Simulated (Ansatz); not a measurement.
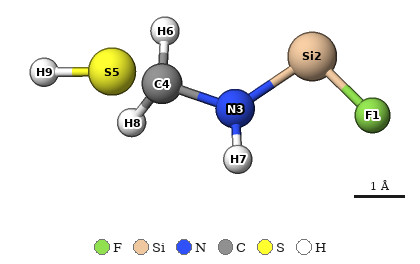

Fig. 1: The input geometry (ball-and-stick view, seen at a tilt; atoms are numbered from 1 in the order of the input). Sticks are drawn by distance; a stretched bond gets none, so the picture shows separate pieces. Bond lengths as drawn: C–H 1.22 Å, C–N 1.60 Å, F–Si 1.82 Å, H–N 1.13 Å, H–S 1.50 Å and N–Si 1.92 Å.

CH4FNSSi (charge −1): single-point calculation

- system: CH4FNSSi, charge −1, multiplicity 2
- method: UKS wB97X/6-31++G** (Ansatz 0.2.0)

The geometry comes from this level: PBE0-D4/def2-TZVP. Figures and captions count atoms from 1; the log counts them from 0 in places.

**Log**
```
Functional definition: wB97X
  name "wB97X"
  cite "Chai & Head-Gordon, J. Chem. Phys. 128, 084106 (2008) doi:10.1063/1.2834918"
  cite "Becke, J. Chem. Phys. 107, 8554 (1997) doi:10.1063/1.475007"
  parameter omega = 0.3/bohr
  parameter cx = 0.157706
  parameter cx1 = 0.726479
  parameter cx2 = 1.04760
  parameter cx3 = -5.70635
  parameter cx4 = 13.2794
  parameter css1 = -4.33879
  parameter css2 = 18.2308
  parameter css3 = -31.7430
  parameter css4 = 17.2901
  parameter cos1 = 2.37031
  parameter cos2 = -11.3995
  parameter cos3 = 6.58405
  parameter cos4 = -3.78132
  # The coefficients of nought are those of the uniform gas.
  exchange = spin_sum(e_x_unif_sr(omega)*poly(b97_u_x, 1 - cx, cx1, cx2, cx3, cx4)) + cx*exact_x_sr(omega)
      + exact_x_lr(omega)
  correlation = spin_sum(e_c_pw_same_spin*poly(b97_u_same, 1, css1, css2, css3, css4))
      + integral(e_c_pw_opposite_spin*poly(b97_u_opposite, 1, cos1, cos2, cos3, cos4))
1108 factors; integrals over basis functions are off by at most 9.5e-4 eV
317 factors; integrals over basis functions are off by at most 2.4e-5 eV
mean field evaluation 1: about -24016.5189 eV, gradient 2.0e1 eV
mean field evaluation 2: about -24016.5016 eV, gradient 2.3e1 eV
mean field evaluation 4: about -24018.9462 eV, gradient 1.6e0 eV
mean field evaluation 8: about -24019.3386 eV, gradient 6.7e-1 eV
mean field evaluation 16: about -24019.3986 eV, gradient 7.7e-2 eV
mean field evaluation 32: about -24019.3988 eV, gradient 5.2e-5 eV
mean field -24019.39878455 eV, -882.6966243988 hartree, gradient 5.2e-5 eV, S^2 0.757678; 2 other end points of the search recorded, 0 dependent functions left out
the calculation of the forces begins
reference -24019.39873664 eV, -882.6966226384 hartree; 29, 28 occupied and 98, 99 virtual orbitals, 1108 factors
Total energy: -24019.39873664 eV, -882.6966226384 hartree
Atom 0 at     2.035337     0.106349    -2.999665 Å, force    -0.972754     0.491483     0.946235 eV/Å
Atom 1 at     0.826262     1.090703    -2.070417 Å, force     0.480401    -0.910431    -0.026713 eV/Å
Atom 2 at     0.364349    -0.224131    -0.752276 Å, force    -1.117033    -1.959569     2.760870 eV/Å
Atom 3 at    -0.676985     0.031933     0.438559 Å, force     0.660415    -0.367684    -2.436199 eV/Å
Atom 4 at     0.321409     0.078043     2.229674 Å, force    -3.488867    -0.497451    -0.292378 eV/Å
Atom 5 at    -1.233179     1.106544     0.254288 Å, force     1.685800    -2.759767     0.525578 eV/Å
Atom 6 at     0.869286    -1.239416    -0.721020 Å, force    -1.859434     3.383638     0.126028 eV/Å
Atom 7 at    -1.529422    -0.842776     0.495135 Å, force     2.331104     2.157352     0.080205 eV/Å
Atom 8 at    -0.877938    -0.159104     3.106572 Å, force     2.280368     0.462431    -1.683626 eV/Å
Dipole moment:    -0.710379    -0.570370     1.267900 e Å
```

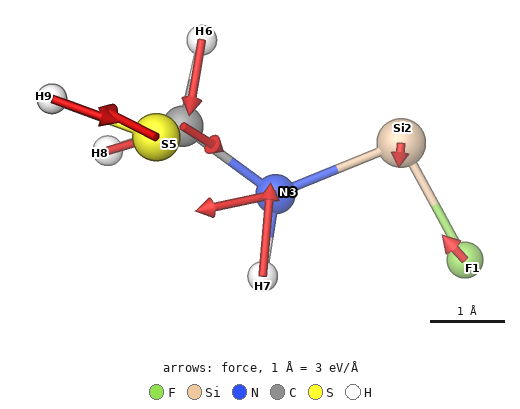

Fig. 2: Forces on the atoms as red arrows (ball-and-stick view, seen at a tilt; atoms are numbered from 1 in the order of the input). The largest act on H7 (3.86 eV/Å); N3 (3.57 eV/Å); S5 (3.54 eV/Å); H6 (3.28 eV/Å), among others. The geometry is not a stationary point of this energy.

The run was set up as follows.

**Input**
```yaml
crystal:
  periodic: [false, false, false]
  atoms:
    - {symbol: F, position_ang: [2.035337, 0.106349, -2.999665]}
    - {symbol: Si, position_ang: [0.826262, 1.090703, -2.070417]}
    - {symbol: N, position_ang: [0.364349, -0.224131, -0.752276]}
    - {symbol: C, position_ang: [-0.676985, 0.031933, 0.438559]}
    - {symbol: S, position_ang: [0.321409, 0.078043, 2.229674]}
    - {symbol: H, position_ang: [-1.233179, 1.106544, 0.254288]}
    - {symbol: H, position_ang: [0.869286, -1.239416, -0.721020]}
    - {symbol: H, position_ang: [-1.529422, -0.842776, 0.495135]}
    - {symbol: H, position_ang: [-0.877938, -0.159104, 3.106572]}
basis:
  gaussian: {orbitals: "6-31++G**"}
total_charge: -1
magnetization: {spin_polarized: true, initial_magnetization: 1}
hamiltonian: {xc: {name: wB97X}}
output: {forces: true}
```

Run as:
```bash
ansatz run in.yaml --threads 4 --pin off --events-out ev --progress --plain --max-ram 10444MiB
```

**Key numbers**

- outcome: converged
- total energy: −24019.3987 eV
- ⟨S²⟩: 0.758
- SCF solution under orbital rotations: stable
- largest force (length of the vector): 3.863 eV/Å
- hardware: 4 threads of Intel Xeon @ 2.80GHz, 23 GiB of memory available, shared host
- wall time: 8 s (CPU time 30 s)
- peak memory: 0.58 GiB
